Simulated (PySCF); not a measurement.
**BeH₂: relaxation and vibrations of the singlet**

The task is one start of a wider search on BeH₂: the singlet, from a bent start. It is relaxed, tested by its Hessian and followed downhill if it is a saddle.

The runs use PySCF 2.14.0; PBE, basis Be def2-TZVP, H def2-TZVP, no relativity, density fitting.

## (1) Starting geometry

3 atoms, charge 0, spin multiplicity 1.

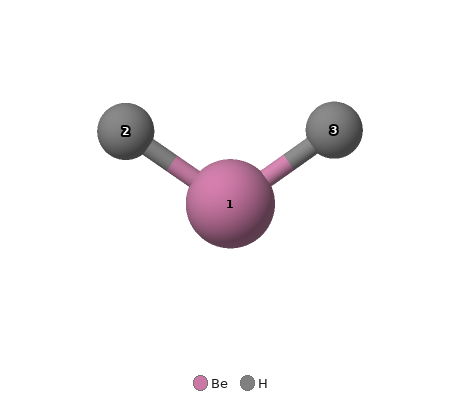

Start geometry, drawn with beryllium pink, hydrogen grey; atoms are numbered from 1 in the order of the file.

Coordinates in bohr (charge 0 multiplicity 1):
```
Be    0.0000    0.0000    0.0000
H     2.0744    0.0000    1.4524
H    -2.0744    0.0000    1.4524
```

## (2) The SCF at the typed geometry

One driver script runs all steps and calls PySCF; scf.py shows how it sets up the SCF of each step. The optimiser is the driver's own. After this first run the driver tries any further starts and a stability analysis.

Input file scf.py:

```python
from pyscf import gto, scf, dft
mol = gto.M(atom='''
Be     0.000000     0.000000     0.000000
H      1.097700     0.000000     0.768600
H     -1.097700     0.000000     0.768600''',
    basis={'Be': 'def2-TZVP', 'H': 'def2-TZVP'},
    charge=0, spin=0)
mf = dft.RKS(mol, xc='PBE')
mf.grids.atom_grid = (50, 194)
aux = {'Be': 'def2-universal-JKFIT', 'H': 'def2-universal-JKFIT'}
mf = mf.density_fit(auxbasis=aux)
mf.conv_tol = 1e-08
mf.diis_space = 10
mf.max_cycle = 60
mf.init_guess = 'minao'
mf.verbose = 4
mf.kernel()
```

Command:

```
> OMP_NUM_THREADS=2 python axn.py task.json out
```

The program printed:

```text
init E= -15.6859872911616
  HOMO = -0.309157406665198  LUMO = -0.122411647282398  gap/eV = 5.08161
cycle= 1 E= -15.798023215867  delta_E= -0.112  |g|= 0.216  |ddm|= 1.23
  HOMO = -0.191247260638337  LUMO = -0.0999868904934234  gap/eV = 2.48332
cycle= 2 E= -15.800325746254  delta_E= -0.0023  |g|= 0.189  |ddm|= 0.43
  HOMO = -0.23236796769029  LUMO = -0.104252144806972  gap/eV = 3.48621
cycle= 3 E= -15.8204633149695  delta_E= -0.0201  |g|= 0.0186  |ddm|= 0.235
  HOMO = -0.234117221002231  LUMO = -0.108375043758451  gap/eV = 3.42162
cycle= 4 E= -15.8206759895665  delta_E= -0.000213  |g|= 0.00296  |ddm|= 0.0297
  HOMO = -0.232951615537189  LUMO = -0.107612501607145  gap/eV = 3.41065
cycle= 5 E= -15.8206802562639  delta_E= -4.27e-06  |g|= 0.000295  |ddm|= 0.00441
  HOMO = -0.232912319853027  LUMO = -0.107626533448325  gap/eV = 3.40920
cycle= 6 E= -15.8206802811177  delta_E= -2.49e-08  |g|= 6.63e-05  |ddm|= 0.000394
  HOMO = -0.232920307290585  LUMO = -0.107620002938093  gap/eV = 3.40959
cycle= 7 E= -15.8206802832241  delta_E= -2.11e-09  |g|= 2.15e-06  |ddm|= 9.51e-05
  HOMO = -0.232920281384663  LUMO = -0.107620092518983  gap/eV = 3.40959
Extra cycle  E= -15.8206802832252  delta_E= -1.12e-12  |g|= 1.12e-06  |ddm|= 5.13e-06
converged SCF energy = -15.8206802832252
```

This step, with its further starts and checks, ran for 0.7 s (2 threads of Arm Neoverse V1, shared host).

No lower closed-shell solution turned up in the test of internal stability.

## (3) Relaxing the singlet from the bent start

The program finds C2v symmetry in the start, which this walk keeps. Threshold on the gradient: 0.0003 Eh/bohr, with a further test on the energy change.

scf.py, as its differences from that of step 2:

```diff
@@ -3,3 +3,3 @@
-Be     0.000000     0.000000     0.000000
-H      1.097700     0.000000     0.768600
-H     -1.097700     0.000000     0.768600''',
+Be     0.000000     0.000000    -0.140484
+H      1.097700     0.000000     0.628116
+H     -1.097700     0.000000     0.628116''',
@@ -15 +14,0 @@
-mf.init_guess = 'minao'
```

The optimiser's trace:

```
step  energy (Eh)  change (kJ/mol)  largest symmetric gradient (Eh/bohr)
   0   -15.820680             0.00                               0.03867
   1   -15.844890           -63.56                               0.03281
   2   -15.854217           -88.05                               0.02056
   3   -15.857090           -95.59                               0.01383
   4   -15.860137          -103.59                               0.00304
   5   -15.860328          -104.10                               0.00056
   6   -15.860333          -104.11                               0.00009
   7   -15.860333          -104.11                               0.00001
```

The walk took 1.3 s.

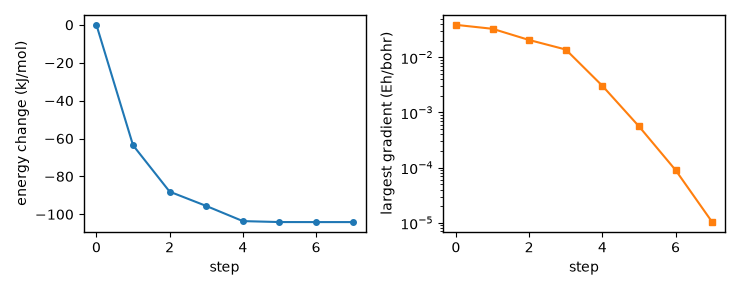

How energy and gradient fall.

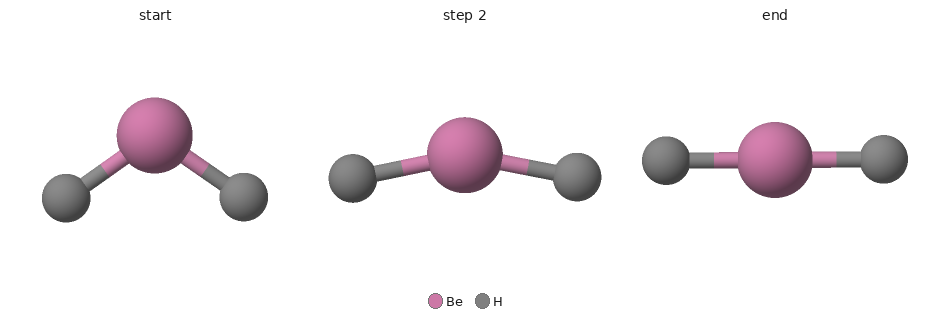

The geometry along the walk, at one scale.

End point (D∞h, 7 steps, 104.1 kJ/mol gained): Be–H 1.344 Å (×2); H–Be–H 180.0°.

## (4) Frequencies

On the finer grid the gradient is checked again; gradients at displacements of ±0.02 bohr then give force constants and infrared intensities.

scf.py, as its differences from that of step 3:

```diff
@@ -3,3 +3,3 @@
-Be     0.000000     0.000000    -0.140484
-H      1.097700     0.000000     0.628116
-H     -1.097700     0.000000     0.628116''',
+Be     0.000000     0.000000    -0.000000
+H      1.343845    -0.000000     0.000000
+H     -1.343845     0.000000    -0.000000''',
@@ -9 +9 @@
-mf.grids.atom_grid = (50, 194)
+mf.grids.atom_grid = (75, 302)
@@ -12 +12 @@
-mf.conv_tol = 1e-08
+mf.conv_tol = 1e-10
```

This SCF starts from the last density.

Log of the central SCF (cycles and frontier levels):

```text
init E= -15.860335129148
  HOMO = -0.273643339404774  LUMO = -0.057993137691419  gap/eV = 5.86814
cycle= 1 E= -15.8603351291492  delta_E= -1.2e-12  |g|= 1.01e-06  |ddm|= 4.53e-06
  HOMO = -0.273643010777554  LUMO = -0.0579927714407794  gap/eV = 5.86814
Extra cycle  E= -15.8603351291495  delta_E= -3.09e-13  |g|= 5.61e-07  |ddm|= 2.46e-06
converged SCF energy = -15.8603351291495
```

The whole step took 1.7 s.

Geometry: D∞h; Be–H 1.344 Å (×2); H–Be–H 180.0°.

Harmonic modes (main isotopes):

```csv
symmetry,ω (cm⁻¹),IR (km/mol),μ (u)
πu,702,570,1.20
σg+,1967,0.0,1.01
σu+,2183,227,1.20
```

All wavenumbers are real: a minimum.

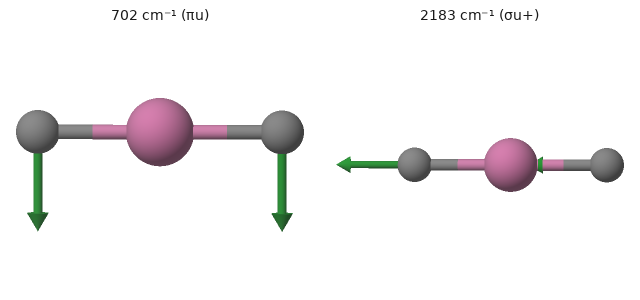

How the atoms move in 2 of the modes.

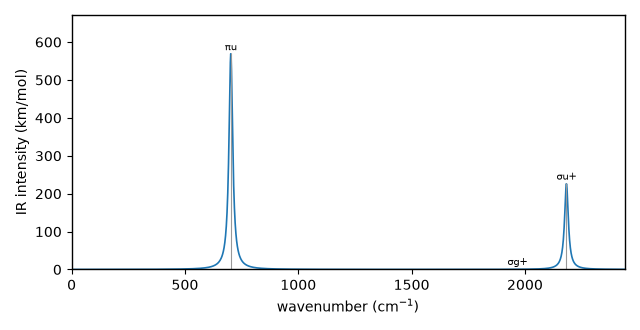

The harmonic infrared spectrum (widths in cm⁻¹). Lines are broadened to a width of 20 cm⁻¹ (Lorentzian).

Constants and moments:

| Item | Value |
| --- | --- |
| Dipole moment | 0.00 D |
| Highest occupied level | -7.45 eV |
| Lowest empty level | -1.58 eV |
| Rotational constants | 4.631 cm⁻¹ |
| Zero-point energy | 33.2 kJ/mol |
| Principal polarisabilities | 19.3, 19.3, 20.4 bohr³ |
| Atomisation energy without zero-point energy | 611 kJ/mol |
| Principal traceless quadrupole moments about the centre of mass | -4.49, 2.24, 2.24 D Å |
| Entropy at 298.15 K and 1 bar | 175.5 J/(mol K) |
| Heat capacity Cp at 298.15 K | 36.1 J/(mol K) |
| Enthalpy at 298.15 K above 0 K | 9.27 kJ/mol |
| Rotational symmetry number | 2 |

Populations by atom (charges in e):

```
atom  Mulliken  Löwdin  polar tensor  Mayer order to Be1
 Be1      0.04    0.19          0.67                   –
H2,3     -0.02   -0.09         -0.33                0.99
```

Outer orbital energies (eV). occupied: -104.83, -8.41, -7.45; empty: -1.58, -1.58, 0.56, 1.44.

Mulliken populations on Be1: s 3.02, p 0.91, d 0.03.

## (5) Outcome

| quantity | value |
| --- | --- |
| minimum | singlet, D∞h |
| geometry | Be–H 1.344 Å (×2); H–Be–H 180.0° |
| wavenumbers (cm⁻¹) | 702 (πu), 1967 (σg+), 2183 (σu+) |
| dipole moment | 0.00 D |
| highest occupied, lowest empty level | -7.45, -1.58 eV |
| polar-tensor charge of Be1 | +0.67 e |
| zero-point energy | 33.2 kJ/mol |
| entropy at 298.15 K | 175.5 J/(mol K) |
| atomisation energy (no zero-point energy) | 611 kJ/mol |

**Reading.** From C2v at the start the molecule goes to a D∞h minimum. In the infrared the band at 702 cm⁻¹ (πu, bend) leads. Be1 has a polar-tensor charge of +0.7 e (a dipole derivative, not a static charge), yet symmetry cancels the bond dipoles. Only this shape and spin were tried, so other structures or states may lie lower.

The search up to here took 3.9 s.
